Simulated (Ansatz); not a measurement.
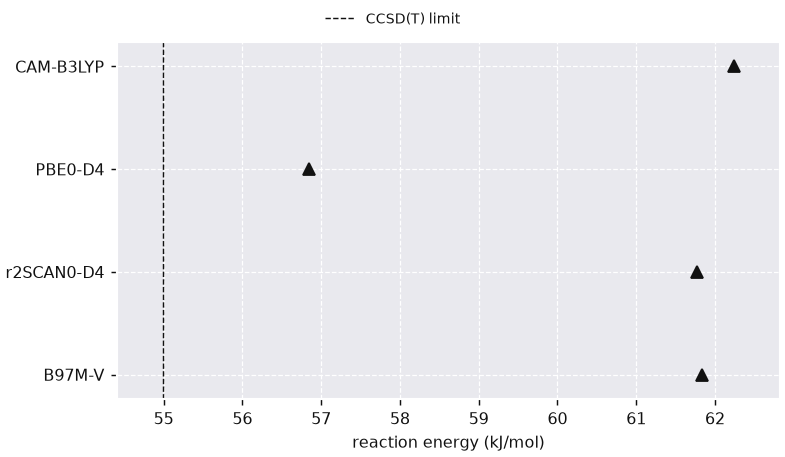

Electronic reaction energy of SiH₂S ([SiH]S) [singlet] + Si₃NH₆F (F[Si]N([SiH3])[SiH3]) [singlet] → Si₃NH₇S ([SiH3]N([SiH3])[Si]S) [singlet] + SiHF (F[SiH]) [singlet] (SMILES in brackets) at several levels (functionals in def2-TZVPP unless a basis is named), isolated molecules at PBE0-D4 triple-zeta geometries, minima by their frequencies, no zero-point or thermal terms, the Ansatz code 0.2.0. The line is frozen-core CCSD(T) at the basis limit (MP2 extrapolated from triple and quadruple zeta, plus CCSD(T) less MP2 in a smaller set). No dispersion term is added to CAM-B3LYP.

What range do the values span, the line included?

Answer. From 55.0 kJ/mol (CCSD(T) limit) to 62.2 kJ/mol (CAM-B3LYP).

Which level comes closest to the line (CCSD(T) limit), and which misses most?

Answer. Closest PBE0-D4 (56.8 kJ/mol), against 55.0 kJ/mol; farthest CAM-B3LYP (62.2 kJ/mol).

Known limits of this run: one conformer of each flexible molecule.
